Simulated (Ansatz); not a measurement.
**C₃H₆GeO: nudged elastic band (part 1 of 2)**

- system: C₃H₆GeO
- method: RKS B3LYP-D4/def2-SVP (Ansatz 0.2.0)

It belongs to a series of runs on one base structure; here: band between the two ends. Figures and captions count atoms from 1; the log counts them from 0 in places.

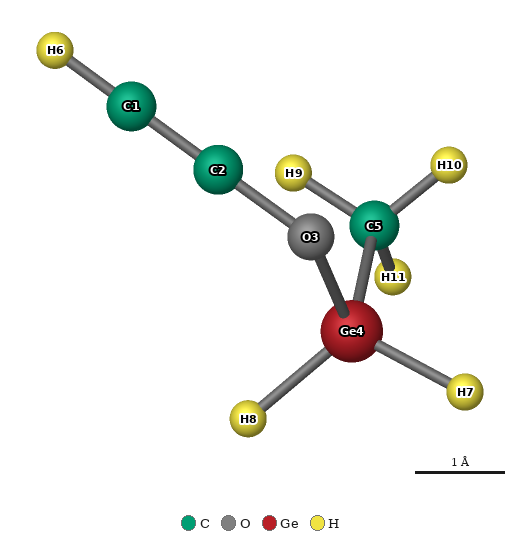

*The input geometry (ball-and-stick view, seen at a tilt; atoms are numbered from 1 in the order of the input). Sticks mark near contacts.*

Bond lengths as drawn: C–C 1.21 Å, C–Ge 1.95 Å, C–H 1.07 to 1.10 Å, C–O 1.29 Å, Ge–H 1.54 Å and Ge–O 1.85 Å.

Input
```yaml
crystal:
  periodic: [false, false, false]
  atoms:
    - { symbol: C, position_ang: [-0.065152, 1.741048, 2.122587] }
    - { symbol: C, position_ang: [0.3131, 0.658939, 1.722258] }
    - { symbol: O, position_ang: [0.721878, -0.491935, 1.298338] }
    - { symbol: Ge, position_ang: [-0.097739, -1.269832, -0.164884] }
    - { symbol: C, position_ang: [0.08407, -0.008498, -1.63747] }
    - { symbol: H, position_ang: [-0.385882, 2.691195, 2.498315] }
    - { symbol: H, position_ang: [0.701923, -2.571784, -0.32293] }
    - { symbol: H, position_ang: [-1.559799, -1.517501, 0.254579] }
    - { symbol: H, position_ang: [-0.344999, 0.958815, -1.337807] }
    - { symbol: H, position_ang: [1.145943, 0.131317, -1.885363] }
    - { symbol: H, position_ang: [-0.448041, -0.378865, -2.526923] }
basis:
  gaussian: { orbitals: def2-SVP }
hamiltonian:
  xc: b3lyp
  dispersion: d4
neb:
  order_check: false
  images: 9
  f_tol: 0.05
  max_iterations: 51
  final_atoms:
    - { symbol: C, position_ang: [-0.22542998, 1.58754875, 2.85606582] }
    - { symbol: C, position_ang: [0.0680902, 0.83035667, 1.96290844] }
    - { symbol: O, position_ang: [0.35793465, 0.05214573, 0.94430342] }
    - { symbol: Ge, position_ang: [-1.18010202, -0.92326761, -0.70575504] }
    - { symbol: C, position_ang: [0.0593277, -0.30620081, -2.17525423] }
    - { symbol: H, position_ang: [-0.48434301, 2.25458506, 3.65493069] }
    - { symbol: H, position_ang: [-0.23869913, -2.17891233, -0.29637937] }
    - { symbol: H, position_ang: [0.85432246, -0.73912547, 1.21645648] }
    - { symbol: H, position_ang: [-0.23448304, 0.68126539, -2.56292833] }
    - { symbol: H, position_ang: [1.11727934, -0.27946745, -1.87161104] }
    - { symbol: H, position_ang: [-0.02859519, -1.03602893, -3.00203685] }
  initial_path:
    images:
      - { positions_ang: [[-0.065152, 1.741048, 2.122587], [0.3131, 0.658939, 1.722258], [0.721878, -0.491935, 1.298338], [-0.097739, -1.269832, -0.164884], [0.08407, -0.008498, -1.63747], [-0.385882, 2.691195, 2.498315], [0.701923, -2.571784, -0.32293], [-1.559799, -1.517501, 0.254579], [-0.344999, 0.958815, -1.337807], [1.145943, 0.131317, -1.885363], [-0.448041, -0.378865, -2.526923]] }
      - { positions_ang: [[-0.08184761, 1.72897761, 2.13209571], [0.27086667, 0.65514539, 1.72391205], [0.65968436, -0.51060143, 1.28553628], [-0.12590375, -1.256786, -0.18613568], [0.09025125, -0.00892854, -1.66192394], [-0.39849959, 2.69355669, 2.50403641], [0.6147004, -2.58157058, -0.37519974], [-1.36013166, -1.48411116, 0.39334783], [-0.33311278, 0.97145503, -1.36536608], [1.15942119, 0.11568836, -1.87664465], [-0.43012647, -0.37992637, -2.5529582]] }
      - { positions_ang: [[-0.09854322, 1.71690722, 2.14160443], [0.22863333, 0.65135179, 1.72556611], [0.59749072, -0.52926787, 1.27273457], [-0.15406849, -1.24374, -0.20738736], [0.0964325, -0.00935907, -1.68637789], [-0.41111718, 2.69591837, 2.50975782], [0.5274778, -2.59135717, -0.42746949], [-1.16046432, -1.45072132, 0.53211667], [-0.32122656, 0.98409506, -1.39292516], [1.17289937, 0.10005972, -1.86792631], [-0.41221195, -0.38098773, -2.57899339]] }
      - { positions_ang: [[-0.11523884, 1.70483682, 2.15111314], [0.1864, 0.64755818, 1.72722016], [0.53529708, -0.5479343, 1.25993285], [-0.18223324, -1.230694, -0.22863904], [0.10261375, -0.00978961, -1.71083183], [-0.42373477, 2.69828006, 2.51547923], [0.4402552, -2.60114375, -0.47973923], [-0.96079697, -1.41733148, 0.6708855], [-0.30934034, 0.99673509, -1.42048424], [1.18637756, 0.08443108, -1.85920796], [-0.39429742, -0.3820491, -2.60502859]] }
      - { positions_ang: [[-0.13193445, 1.69276643, 2.16062185], [0.14416667, 0.64376458, 1.72887422], [0.47310344, -0.56660073, 1.24713113], [-0.21039799, -1.217648, -0.24989073], [0.108795, -0.01022014, -1.73528577], [-0.43635237, 2.70064174, 2.52120065], [0.3530326, -2.61093034, -0.53200898], [-0.76112963, -1.38394164, 0.80965434], [-0.29745413, 1.00937512, -1.44804332], [1.19985574, 0.06880245, -1.85048961], [-0.37638289, -0.38311046, -2.63106378]] }
      - { positions_ang: [[-0.14863006, 1.68069604, 2.17013056], [0.10193333, 0.63997097, 1.73052827], [0.4109098, -0.58526716, 1.23432942], [-0.23856273, -1.20460199, -0.27114241], [0.11497625, -0.01065068, -1.75973971], [-0.44896996, 2.70300343, 2.52692206], [0.26580999, -2.62071692, -0.58427872], [-0.56146229, -1.3505518, 0.94842317], [-0.28556791, 1.02201514, -1.4756024], [1.21333393, 0.05317381, -1.84177127], [-0.35846836, -0.38417183, -2.65709898]] }
      - { positions_ang: [[-0.16399004, 1.66206658, 2.30731761], [0.09516471, 0.67804811, 1.7770043], [0.40031477, -0.45778458, 1.17632422], [-0.42687059, -1.14833512, -0.35806493], [0.10384654, -0.06976071, -1.84284262], [-0.45604457, 2.61331975, 2.75252379], [0.16490817, -2.532356, -0.52669885], [-0.27830534, -1.22826653, 1.00202983], [-0.27535093, 0.95386519, -1.69306758], [1.19412301, -0.01335444, -1.84773922], [-0.29249373, -0.51454325, -2.72608655]] }
      - { positions_ang: [[-0.17935003, 1.64343712, 2.44450467], [0.08839608, 0.71612525, 1.82348034], [0.38971974, -0.33030201, 1.11831902], [-0.61517845, -1.09206824, -0.44498746], [0.09271683, -0.12887073, -1.92594552], [-0.46311918, 2.52363608, 2.97812551], [0.06400635, -2.44399509, -0.46911898], [0.00485161, -1.10598127, 1.0556365], [-0.26513396, 0.88571524, -1.91053277], [1.1749121, -0.0798827, -1.85370718], [-0.22651909, -0.64491467, -2.79507413]] }
      - { positions_ang: [[-0.19471001, 1.62480767, 2.58169172], [0.08162745, 0.75420239, 1.86995637], [0.37912471, -0.20281943, 1.06031382], [-0.8034863, -1.03580136, -0.53190998], [0.08158712, -0.18798076, -2.00904842], [-0.47019379, 2.43395241, 3.20372724], [-0.03689548, -2.35563417, -0.41153911], [0.28800856, -0.983696, 1.10924316], [-0.25491699, 0.81756529, -2.12799796], [1.15570118, -0.14641095, -1.85967513], [-0.16054446, -0.77528609, -2.8640617]] }
      - { positions_ang: [[-0.21006999, 1.60617821, 2.71887877], [0.07485883, 0.79227953, 1.91643241], [0.36852968, -0.07533685, 1.00230862], [-0.99179416, -0.97953449, -0.61883251], [0.07045741, -0.24709078, -2.09215133], [-0.4772684, 2.34426873, 3.42932897], [-0.1377973, -2.26727325, -0.35395924], [0.57116551, -0.86141074, 1.16284982], [-0.24470001, 0.74941534, -2.34546315], [1.13649026, -0.2129392, -1.86564308], [-0.09456982, -0.90565751, -2.93304928]] }
      - { positions_ang: [[-0.22542998, 1.58754875, 2.85606582], [0.0680902, 0.83035667, 1.96290844], [0.35793465, 0.05214573, 0.94430342], [-1.18010202, -0.92326761, -0.70575504], [0.0593277, -0.30620081, -2.17525423], [-0.48434301, 2.25458506, 3.65493069], [-0.23869913, -2.17891233, -0.29637937], [0.85432246, -0.73912547, 1.21645648], [-0.23448304, 0.68126539, -2.56292833], [1.11727934, -0.27946745, -1.87161104], [-0.02859519, -1.03602893, -3.00203685]] }
```

Run on 2 threads of Arm Neoverse V1, 24 GiB of memory available, shared host.

Command:
```bash
ansatz run input.yaml --threads 2 --pin off --max-ram 3072MiB --backend cpu --events-out ev --progress --plain --runs-dir out
```

What the program printed
```
Engine: ansatz 0.2.0, aarch64-unknown-linux-gnu
Functional definition: B3LYP
  parameter a0 = 0.2
  parameter ax = 0.72
  parameter ac = 0.81
  exchange = (1 - a0 - ax)*slater_x + ax*b88_x + a0*exact_x
  correlation = (1 - ac)*vwn_rpa_c + ac*lyp_c
1298 factors; integrals over basis functions are off by at most 3.6e-4 eV
mean field evaluation 1: about -61753.0665 eV, gradient 6.5e1 eV
mean field evaluation 2: about -61747.2781 eV, gradient 7.9e1 eV
mean field evaluation 4: about -61762.3876 eV, gradient 7.1e0 eV
mean field evaluation 8: about -61762.5272 eV, gradient 2.2e-1 eV
mean field evaluation 16: about -61762.5273 eV, gradient 2.6e-5 eV
mean field -61762.52730163 eV, -2269.7310141903 hartree, gradient 2.6e-5 eV, S^2 0.000000; 0 other end points of the search recorded, 0 dependent functions left out
the calculation of the forces begins
reference -61762.52757197 eV, -2269.7310241249 hartree; 32, 32 occupied and 86, 86 virtual orbitals, 1298 factors
1300 factors; integrals over basis functions are off by at most 7.9e-4 eV
mean field evaluation 32: about -61760.7730 eV, gradient 3.0e-5 eV
mean field -61760.77296215 eV, -2269.6665434037 hartree, gradient 3.0e-5 eV, S^2 0.000000; 0 other end points of the search recorded, 0 dependent functions left out
[... from here on the field's lines of each further geometry are left out, up to the last ...]
NEB iter   1: max|band force component| = 1.795e1 eV/Å  barrier→ = 5.5225 eV  barrier← = 3.7600 eV  Δτ_max = 0.1998 Å  (302 SCF iters)
NEB iter   2: max|band force component| = 4.996e0 eV/Å  barrier→ = 3.4017 eV  barrier← = 1.6392 eV  Δτ_max = 0.1994 Å  (299 SCF iters)
NEB iter   3: max|band force component| = 2.058e0 eV/Å  barrier→ = 2.7339 eV  barrier← = 0.9713 eV  Δτ_max = 0.2000 Å  (277 SCF iters)
NEB iter   4: max|band force component| = 1.143e0 eV/Å  barrier→ = 2.5537 eV  barrier← = 0.7912 eV  Δτ_max = 0.1994 Å  (281 SCF iters)
NEB iter   5: max|band force component| = 1.279e0 eV/Å  barrier→ = 2.6804 eV  barrier← = 0.9178 eV  Δτ_max = 0.1028 Å  (278 SCF iters)
NEB iter   6: max|band force component| = 4.772e0 eV/Å  barrier→ = 2.6786 eV  barrier← = 0.9161 eV  Δτ_max = 0.0508 Å  (286 SCF iters)
NEB iter   7: max|band force component| = 6.907e-1 eV/Å  barrier→ = 2.6436 eV  barrier← = 0.8811 eV  Δτ_max = 0.1022 Å  (281 SCF iters)
NEB iter   8: max|band force component| = 8.627e-1 eV/Å  barrier→ = 2.5821 eV  barrier← = 0.8196 eV  Δτ_max = 0.0504 Å  (285 SCF iters)
NEB iter   9: max|band force component| = 1.388e0 eV/Å  barrier→ = 2.4912 eV  barrier← = 0.7287 eV  Δτ_max = 0.0251 Å  (273 SCF iters)
NEB iter  10: max|band force component| = 7.955e-1 eV/Å  barrier→ = 2.4573 eV  barrier← = 0.6947 eV  Δτ_max = 0.0502 Å  (291 SCF iters)
NEB iter  11: max|band force component| = 7.887e-1 eV/Å  barrier→ = 2.3527 eV  barrier← = 0.5901 eV  Δτ_max = 0.0999 Å  (287 SCF iters)
NEB iter  12: max|band force component| = 9.503e-1 eV/Å  barrier→ = 2.3667 eV  barrier← = 0.6042 eV  Δτ_max = 0.0500 Å  (288 SCF iters)
NEB iter  13: max|band force component| = 5.481e-1 eV/Å  barrier→ = 2.4112 eV  barrier← = 0.6486 eV  Δτ_max = 0.1012 Å  (287 SCF iters)
NEB iter  14: max|band force component| = 8.856e-1 eV/Å  barrier→ = 2.5414 eV  barrier← = 0.7789 eV  Δτ_max = 0.0501 Å  (286 SCF iters)
NEB iter  15: max|band force component| = 3.308e-1 eV/Å  barrier→ = 2.5625 eV  barrier← = 0.8000 eV  CI = image 4  Δτ_max = 0.1004 Å  (281 SCF iters)
NEB iter  16: max|band force component| = 2.430e-1 eV/Å  barrier→ = 2.5521 eV  barrier← = 0.7896 eV  CI = image 4  Δτ_max = 0.2000 Å  (284 SCF iters)
NEB iter  17: max|band force component| = 2.897e-1 eV/Å  barrier→ = 2.5212 eV  barrier← = 0.7586 eV  CI = image 4  Δτ_max = 0.2000 Å  (281 SCF iters)
NEB iter  18: max|band force component| = 2.997e-1 eV/Å  barrier→ = 2.4986 eV  barrier← = 0.7361 eV  CI = image 4  Δτ_max = 0.1006 Å  (283 SCF iters)
NEB iter  19: max|band force component| = 2.053e-1 eV/Å  barrier→ = 2.4901 eV  barrier← = 0.7276 eV  CI = image 4  Δτ_max = 0.1002 Å  (280 SCF iters)
NEB iter  20: max|band force component| = 1.893e-1 eV/Å  barrier→ = 2.4843 eV  barrier← = 0.7217 eV  CI = image 4  Δτ_max = 0.1003 Å  (276 SCF iters)
NEB iter  21: max|band force component| = 1.480e-1 eV/Å  barrier→ = 2.4801 eV  barrier← = 0.7176 eV  CI = image 4  Δτ_max = 0.1006 Å  (284 SCF iters)
NEB iter  22: max|band force component| = 1.536e-1 eV/Å  barrier→ = 2.4785 eV  barrier← = 0.7160 eV  CI = image 4  Δτ_max = 0.0501 Å  (283 SCF iters)
NEB iter  23: max|band force component| = 1.025e-1 eV/Å  barrier→ = 2.4782 eV  barrier← = 0.7157 eV  CI = image 4  Δτ_max = 0.0433 Å  (284 SCF iters)
NEB iter  24: max|band force component| = 6.180e-2 eV/Å  barrier→ = 2.4777 eV  barrier← = 0.7152 eV  CI = image 4  Δτ_max = 0.0288 Å  (284 SCF iters)
the calculation of the forces begins
reference -61760.76696492 eV, -2269.6663230093 hartree; 32, 32 occupied and 86, 86 virtual orbitals, 1300 factors
1299 factors; integrals over basis functions are off by at most 1.1e-3 eV
mean field evaluation 1856: about -61760.0416 eV, gradient 1.5e-3 eV
mean field -61760.04163905 eV, -2269.6396677754 hartree, gradient 1.2e-5 eV, S^2 0.000000; 1 other end points of the search recorded, 0 dependent functions left out
the calculation of the forces begins
reference -61760.04189954 eV, -2269.6396773481 hartree; 32, 32 occupied and 86, 86 virtual orbitals, 1299 factors
NEB iter  25: max|band force component| = 4.571e-2 eV/Å  barrier→ = 2.4774 eV  barrier← = 0.7149 eV  CI = image 4  Δτ_max = 0.0000 Å  (537 SCF iters)
```
